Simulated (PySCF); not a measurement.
## A study: F$_{3}$HSi, SMILES `F[SiH](F)F`

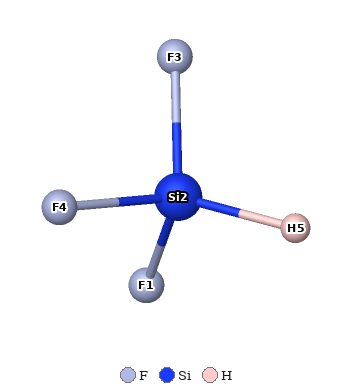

The molecule, with its atoms numbered as below. No frequency check shows the geometry to be a minimum.

Cartesian coordinates (Å):

```
F1      -1.3966   -0.3952   -0.2571
Si2     -0.0000    0.0000    0.3676
F3       1.0406   -1.0118   -0.2571
F4       0.3560    1.4071   -0.2571
H5       0.0001   -0.0000    1.7954
```

Part 1: Bonding charge

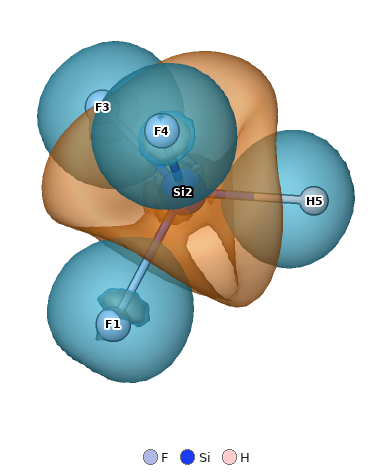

Deformation density (molecule less spherical, spin-averaged free atoms at the same positions), surfaces at ±0.05 e/Å³; light blue: gain, orange: loss.

Level of theory: ωB97X/def2-TZVP (PySCF), at a geometry from GFN2-xTB.

Describe the bonding that the map shows.

Answer. Si2–H5: +0.33 e/Å³ at the bond critical point (bond length 1.43 Å, Mayer order 1.0). F1–Si2, Si2–F3 and Si2–F4: +0.10 e/Å³ at the bond critical point (bond length 1.58 Å, Mayer order 1.2); up to 0.6 Å beside the axis the gain reaches +0.39 e/Å³. In all, 1.3 electrons gather in the regions of gain relative to the promolecule. A small or negative value marks a very polar bond, one between electron-rich atoms, whose free-atom densities already overlap strongly, a long bond to a heavier atom, or a closed-shell contact such as a hydrogen bond.

Where do the Hirshfeld charges lie?

Answer. The highest Hirshfeld charge is on Si2 (+0.61 e), the lowest on F1, F3 and F4 (−0.19 e).

| atom | charge (e) |
| --- | --- |
| F1 | −0.19 |
| Si2 | +0.61 |
| F3 | −0.19 |
| F4 | −0.19 |
| H5 | −0.04 |

Part 2: Bond critical points

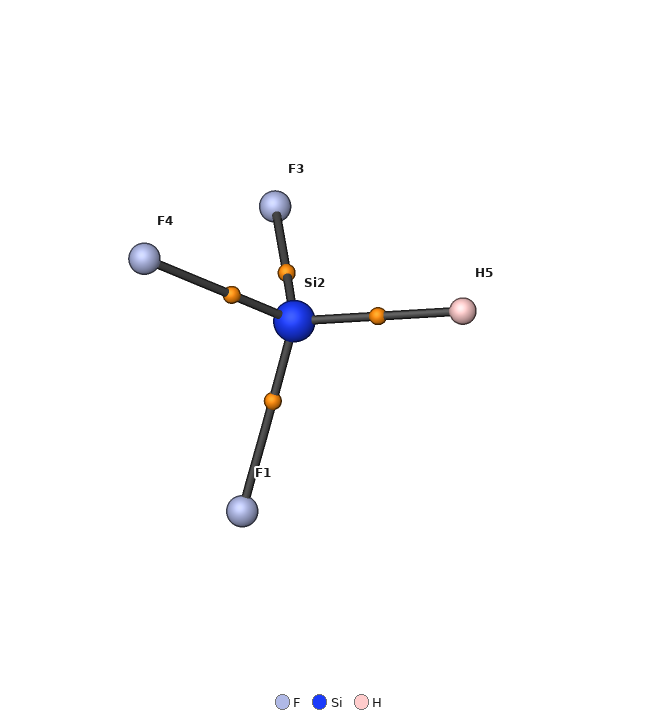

Molecular graph of the electron density (QTAIM): bond paths, bond critical points (orange), ring points (yellow, if any); weak paths are dashed.

How many critical points of each kind are there, and does the count close?

Answer. 5 nuclei, 4 bond, 0 ring and 0 cage critical points: 5 − 4 + 0 − 0 = 1, as the Poincaré–Hopf relation requires.

Tabulate density, Laplacian, ellipticity and energy density at the bond critical points (atomic units).

Answer.
```tsv
bond	length (Å)	ρ (a.u.)	∇²ρ (a.u.)	ε	H (a.u.)
F1–Si2 (3 alike)	1.580	0.147	+1.07	0.00	−0.045
Si2–H5	1.428	0.142	+0.17	0.00	−0.099
```

What kind of interaction is Si2–H5?

Answer. Polar or intermediate (positive Laplacian, negative energy density H): ρ = 0.142, ∇²ρ = +0.17, H = −0.099 a.u.

Part 3: Local ionisation energy

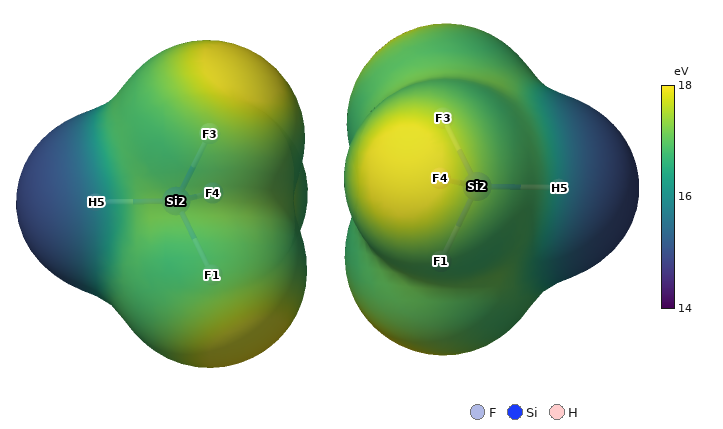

Average local ionisation energy on the surface of electron density 0.001 a.u. (back view left, front view right).

Where are the most loosely bound electrons on this surface?

Answer. The lowest value is 14.9 eV, 1.4 Å from H5. Further minima include 16.7 eV, 1.7 Å from F4, and at like points elsewhere. For comparison, the highest occupied orbital lies at −14.1 eV.

What volume does the surface enclose, and what is the dipole moment?

Answer. About 71 Å³; the dipole moment is 1.9 D.

Part 4: In an electric field

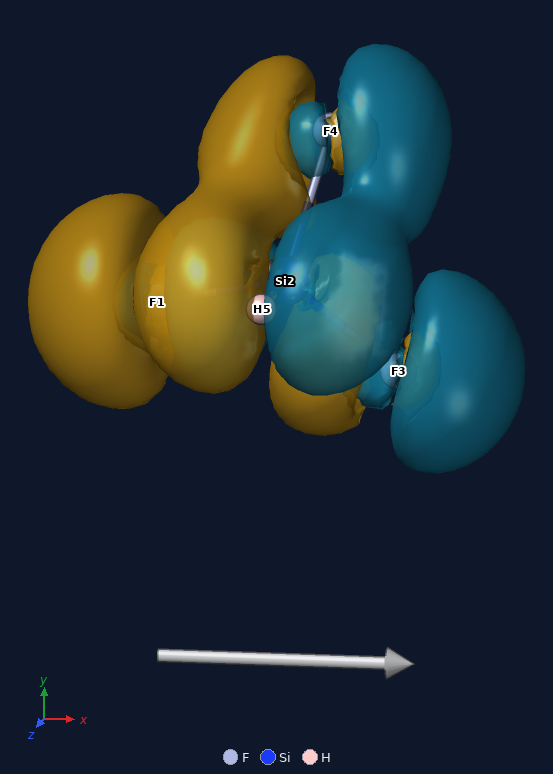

Change of the electron density in a uniform field of 0.21 V/Å along +x (arrow), surfaces at ±0.0008 e/Å³ (yellow: gain, teal: loss).

PySCF calculation, ωB97X/def2-TZVP, gas phase; geometry: GFN2-xTB. A basis without diffuse functions makes polarisabilities too small.

What dipole is induced, and what polarisability does it imply?

Answer. The induced dipole is 0.21 D (along the field); α along this axis, from the fields in both directions, is 21 bohr³ (3.1 Å³).

Which atoms gain and lose the most charge?

Answer. Electrons gather most on F1 (Hirshfeld charge changes by −0.007 e) and leave F3 most (+0.005 e); 0.026 electrons are displaced in all.

Part 5: Removing or adding an electron

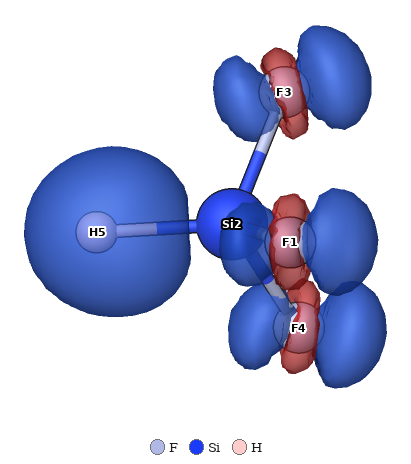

Fukui function f⁻ = ρ(N) − ρ(N−1) at fixed geometry, surfaces at ±0.04 e/Å³ (blue positive, red negative).

Computed with PySCF, ωB97X/def2-TZVP, geometry: GFN2-xTB.

On which atoms does the density change most on removal of an electron?

Answer. f⁻ (Hirshfeld-condensed) is largest on H5 (0.27), Si2 (0.25) and F1, F3 and F4 (0.16 each); the vertical ionisation energy is 14.69 eV (the stability of the cation's solution wasn't checked). Condensed values hint at sites of electrophilic attack but needn't mark the atom that reacts. Shares this close don't rank the sites. Orbital relaxation makes it negative in places (0.11 e in all).

```tsv
atom	f⁻	charge
F1	+0.16	−0.19
Si2	+0.25	+0.61
F3	+0.16	−0.19
F4	+0.16	−0.19
H5	+0.27	−0.04
```

The PySCF runs shown took 9.6 s, 20 s and 24 s on 1 thread of Intel(R) Xeon(R) Platinum 8259CL CPU @ 2.50GHz (Skylake/Cascade Lake), with other jobs on the host.
